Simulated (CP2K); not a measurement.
# BSi2AsH8 (SMILES [SiH3]B([SiH3])[AsH2]): IPEA1-xTB

Aim: the energy difference between two shapes of BSi2AsH8 at IPEA1-xTB, from 2 runs. 

The results are computed with CP2K 2026.2.

2 further runs of the same task are left out: 1 that didn't finish, 1 set aside as unsound or not needed.

**1. The system as given**

BSi2AsH8: 12 atoms, total charge 0, spin state singlet. As SMILES, `[SiH3]B([SiH3])[AsH2]`. Geometry: a rough force-field guess.

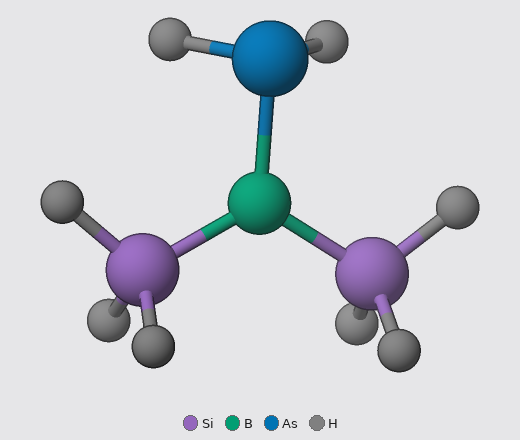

The structure, seen from a chosen angle (silicon purple, boron teal, arsenic blue, hydrogen grey).

**2. Energy and forces at IPEA1-xTB**

cp2k_ase.py

```python
import numpy as np
from ase import Atoms
from ase.calculators.cp2k import CP2K

atoms = Atoms(['Si', 'B', 'Si', 'As', 'H', 'H', 'H', 'H', 'H', 'H', 'H', 'H'],
              positions=[(-0.650900, 1.236900, -1.100500),
                         (0.122900, -0.213200, -0.191300),
                         (1.054500, 0.097100, 1.451700),
                         (0.074800, -2.080400, -0.972300),
                         (-1.354300, 0.792600, -2.353800),
                         (-1.696800, 1.921100, -0.231400),
                         (0.359800, 2.270700, -1.458100),
                         (0.207200, 0.684000, 2.454400),
                         (2.195900, 1.051200, 1.262100),
                         (1.626400, -1.177900, 1.987600),
                         (-1.534500, -1.931700, -1.254400),
                         (-0.327900, -2.705700, 0.439800)])
atoms.set_cell([11.9, 13.0, 12.8])
atoms.center()
template = """
&FORCE_EVAL
 METHOD Quickstep
 &DFT
  &QS
   METHOD XTB
   EPS_DEFAULT 1.0E-10
   &XTB
    GFN_TYPE TBLITE
    &TBLITE
     METHOD IPEA1
    &END TBLITE
    CHECK_ATOMIC_CHARGES F
   &END XTB
  &END QS
  &POISSON
   PERIODIC NONE
   POISSON_SOLVER ANALYTIC
  &END POISSON
  &SCF
   SCF_GUESS ATOMIC
   EPS_SCF 1.0E-06
   MAX_SCF 150
   ADDED_MOS 4
   &DIAGONALIZATION
    ALGORITHM STANDARD
   &END DIAGONALIZATION
   &MIXING
    METHOD DIRECT_P_MIXING
    ALPHA 0.4
   &END MIXING
   &SMEAR ON
    METHOD FERMI_DIRAC
    ELECTRONIC_TEMPERATURE [K] 300
   &END SMEAR
  &END SCF
  &PRINT
   &MOMENTS
    PERIODIC F
    REFERENCE COM
    MAX_MOMENT 1
   &END MOMENTS
   &MO ON
    ENERGIES T
    OCCUPATION_NUMBERS T
    NDIGITS 6
    &EACH
     QS_SCF 0
    &END EACH
    ADD_LAST NUMERIC
   &END MO
   &HIRSHFELD OFF
   &END HIRSHFELD
  &END PRINT
 &END DFT
 &SUBSYS
 &END SUBSYS
&END FORCE_EVAL
"""
calculator = CP2K(command="cp2k.psmp -s", label="qs", inp=template, basis_set=None, basis_set_file=None, potential_file=None, pseudo_potential=None, xc=None, cutoff=None, max_scf=None, charge=None, uks=False,
            force_eval_method=None, print_level="LOW", poisson_solver=None, stress_tensor=False)
atoms.calc = calculator
e = atoms.get_potential_energy()
f = atoms.get_forces()
print(f"energy = {e:.6f} eV")
print("forces (eV/angstrom):")
for s, v in zip(atoms.get_chemical_symbols(), f):
    print(f"{s:2s} {v[0]:10.5f} {v[1]:10.5f} {v[2]:10.5f}")
```

The run is started by

```console
$ OMP_NUM_THREADS=1 python cp2k_ase.py
```

The program printed:

```text
energy = -343.512108 eV
forces (eV/angstrom):
Si   -1.99325    2.61352   -1.82022
B     0.54415   -2.35950   -0.39287
Si    2.13674   -0.24205    1.51864
As   -3.45896    0.15310    2.06033
H     0.40916    0.73342    0.83583
H     1.03110   -0.58304   -0.98856
H    -0.85792   -0.55463    0.12918
H     0.11171   -0.04822    0.11245
H    -0.79709   -0.74178    0.32217
H    -0.24754    1.02643   -0.00834
H     2.31256   -0.38200   -0.04477
H     0.80937    0.38475   -1.72384
```

qs.out:

```text
CP2K| version string:                                       CP2K version 2026.2
 CP2K| Input file name                                                    qs.inp

[... 19 lines left out ...]
 *** WARNING in qs_kind_types.F:2330 :: Information provided in the input ***
[... 65 lines left out ...]
  Step     Update method      Time    Convergence         Total energy    Change
[... 18 lines left out ...]
  Repulsive potential energy:                                   0.12677230489895
[... 2 lines left out ...]
  Non-self consistent dispersion energy:                       -0.00509553429372
[... 4 lines left out ...]
  Total energy:                                               -12.62383823652436
[... 3 lines left out ...]
 TB_DIPOLE| Ref. Point [Bohr]      10.99582684      11.18471539      11.19024076
[... 2 lines left out ...]
 TB_DIPOLE| Derivative [a.u.]       0.00000000       0.00000000       0.00000000
[... 38 lines left out ...]
 -------------------------------------------------------------------------------
```

It took 1.9 s on 1 thread of AMD EPYC 7R43 (Zen 3), shared host; peak memory 0.19 GiB.

**3. The distorted shape**

calc.py

```python
import numpy as np
from ase import Atoms
from ase.calculators.cp2k import CP2K

atoms = Atoms(['Si', 'B', 'Si', 'As', 'H', 'H', 'H', 'H', 'H', 'H', 'H', 'H'],
              positions=[(-0.666309, 1.206506, -1.092996),
                         (0.109435, -0.227928, -0.191116),
                         (1.071867, 0.094732, 1.436152),
                         (0.066048, -2.096397, -0.961715),
                         (-1.346245, 0.801791, -2.383469),
                         (-1.667843, 1.950712, -0.213316),
                         (0.353742, 2.272787, -1.448633),
                         (0.212313, 0.667053, 2.448807),
                         (2.199211, 1.061856, 1.233859),
                         (1.631657, -1.178759, 2.008280),
                         (-1.525327, -1.948964, -1.267632),
                         (-0.342062, -2.715283, 0.407980)])
atoms.set_cell([11.9, 13.0, 12.8])
atoms.center()
inp = """
&FORCE_EVAL
 METHOD QS
 &DFT
  &QS
   METHOD XTB
   EPS_DEFAULT 1.0E-10
   &XTB
    GFN_TYPE TBLITE
    &TBLITE
     METHOD IPEA1
    &END TBLITE
    CHECK_ATOMIC_CHARGES F
   &END XTB
  &END QS
  &POISSON
   PERIODIC NONE
   POISSON_SOLVER ANALYTIC
  &END POISSON
  &SCF
   SCF_GUESS ATOMIC
   EPS_SCF 1.0E-06
   MAX_SCF 150
   ADDED_MOS 4
   &DIAGONALIZATION
    ALGORITHM STANDARD
   &END DIAGONALIZATION
   &MIXING
    METHOD DIRECT_P_MIXING
    ALPHA 0.4
   &END MIXING
   &SMEAR ON
    METHOD FERMI_DIRAC
    ELECTRONIC_TEMPERATURE [K] 300
   &END SMEAR
  &END SCF
  &PRINT
   &MOMENTS
    PERIODIC F
    REFERENCE COM
    MAX_MOMENT 1
   &END MOMENTS
   &MO ON
    ENERGIES T
    OCCUPATION_NUMBERS T
    NDIGITS 6
    &EACH
     QS_SCF 0
    &END EACH
    ADD_LAST NUMERIC
   &END MO
   &HIRSHFELD OFF
   &END HIRSHFELD
  &END PRINT
 &END DFT
 &SUBSYS
 &END SUBSYS
&END FORCE_EVAL
"""
calculator = CP2K(command="cp2k.psmp -s", label="run", inp=inp, basis_set=None, basis_set_file=None, potential_file=None, pseudo_potential=None, xc=None, cutoff=None, max_scf=None, charge=None, uks=False,
            force_eval_method=None, print_level="LOW", poisson_solver=None, stress_tensor=False)
atoms.calc = calculator
print("E / eV:", round(atoms.get_potential_energy(), 6))
forces = atoms.get_forces()
print(np.array2string(forces, precision=5, suppress_small=True))
print("largest force / (eV/A): %.4f" % np.linalg.norm(forces, axis=1).max())
```

The run is started by

```console
$ OMP_NUM_THREADS=1 python calc.py
```

The program printed:

```text
E / eV: -343.537117
[[-1.85387  3.47983 -2.23248]
 [ 0.79129 -2.67484 -0.08802]
 [ 1.94392 -0.26208  1.66038]
 [-3.3174   0.30179  1.64196]
 [ 0.41123  0.70654  1.07396]
 [ 0.9538  -0.75656 -1.06732]
 [-1.06656 -0.9014   0.21608]
 [ 0.22082 -0.06103 -0.01579]
 [-0.78891 -0.78476  0.35418]
 [-0.23692  1.13089 -0.15619]
 [ 2.19376 -0.40654 -0.05317]
 [ 0.74884  0.22816 -1.33359]]
largest force / (eV/A): 4.5310
```

run.out:

```text
CP2K| version string:                                       CP2K version 2026.2
 CP2K| Input file name                                                   run.inp

[... 19 lines left out ...]
 *** WARNING in qs_kind_types.F:2330 :: Information provided in the input ***
[... 65 lines left out ...]
  Step     Update method      Time    Convergence         Total energy    Change
[... 18 lines left out ...]
  Repulsive potential energy:                                   0.12691042992196
[... 2 lines left out ...]
  Non-self consistent dispersion energy:                       -0.00509198644229
[... 4 lines left out ...]
  Total energy:                                               -12.62475729536022
[... 3 lines left out ...]
 TB_DIPOLE| Ref. Point [Bohr]      10.95643755      11.16318218      11.22996372
[... 2 lines left out ...]
 TB_DIPOLE| Derivative [a.u.]       0.00000000       0.00000000       0.00000000
[... 38 lines left out ...]
 -------------------------------------------------------------------------------
```

It took 1.8 s on 1 thread of AMD EPYC 7R43 (Zen 3), shared host; peak memory 0.19 GiB.

**4. Outcome**

At IPEA1-xTB:

```
                                                  quantity         value
                                 first shape: total energy  -12.62384 Eh
    first shape: dipole moment (from atomic charges alone)        1.67 D
                                  first shape: HOMO energy     -11.76 eV
                                  first shape: LUMO energy     -10.03 eV
                                first shape: HOMO–LUMO gap       1.72 eV
                             distorted shape: total energy  -12.62476 Eh
distorted shape: dipole moment (from atomic charges alone)        1.78 D
                              distorted shape: HOMO energy     -11.78 eV
                              distorted shape: LUMO energy     -10.04 eV
                            distorted shape: HOMO–LUMO gap       1.74 eV
                    energy change with the atoms displaced     -0.025 eV
```

**Reading.** With the atoms displaced the energy falls by 0.03 eV (2.4 kJ/mol). The first shape isn't relaxed at this level, so the change isn't measured from a minimum. The dipole (first shape) comes from point charges on the atoms alone, without atomic dipoles, so it is partial. The dipole (distorted shape) comes from point charges on the atoms alone, without atomic dipoles, so it is partial.
